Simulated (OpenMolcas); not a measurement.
# COF2 (carbonyl fluoride): a line through the functionals

COF2 has 4 atoms, charge 0, and is taken as a singlet. SMILES: `O=C(F)F`. Geometry: relaxed at PBE0-D4/def2-TZVP.

The HOMO–LUMO gap y, in eV, basis aug-cc-pVDZ; a is the functional's share of exact exchange. Programs: OpenMolcas 26.06.

| functional | program | a | y (eV) |
| --- | --- | --- | --- |
| BLYP | OpenMolcas | 0 | 6.74 |
| PBE | OpenMolcas | 0 | 6.76 |
| B3LYP | OpenMolcas | 0.2 | ? |
| PBE0 | OpenMolcas | 0.25 | 9.89 |
| BHLYP | OpenMolcas | 0.5 | 12.67 |

Problem. Fit y = c + s·a to the known rows and predict B3LYP.

Solution. 
1. Means of the 4 rows: a = 0.1875, y = 9.015.
2. Σ(Δa)² = 0.17188, Σ(Δa·Δy) = 2.0463, so the slope is 2.0463/0.17188 = 11.905.
3. Intercept: 9.015 − (11.905) × 0.1875 = 6.783. The largest residual of the fit is 0.13.
4. B3LYP: 6.783 + (11.905) × 0.2 = 9.16 eV.

The run gave 9.23 eV, so the prediction is off by -0.07 eV, within the scatter of the fit. Exact exchange lowers occupied levels and raises empty ones.

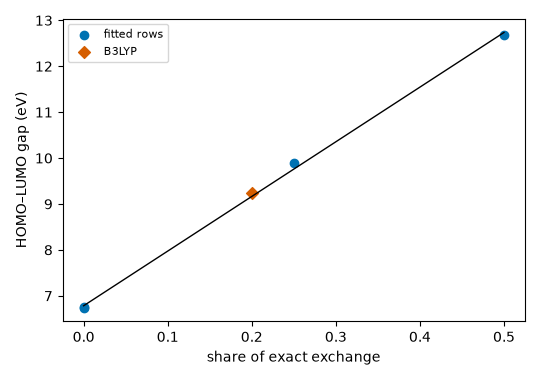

The fitted line, with the withheld row.
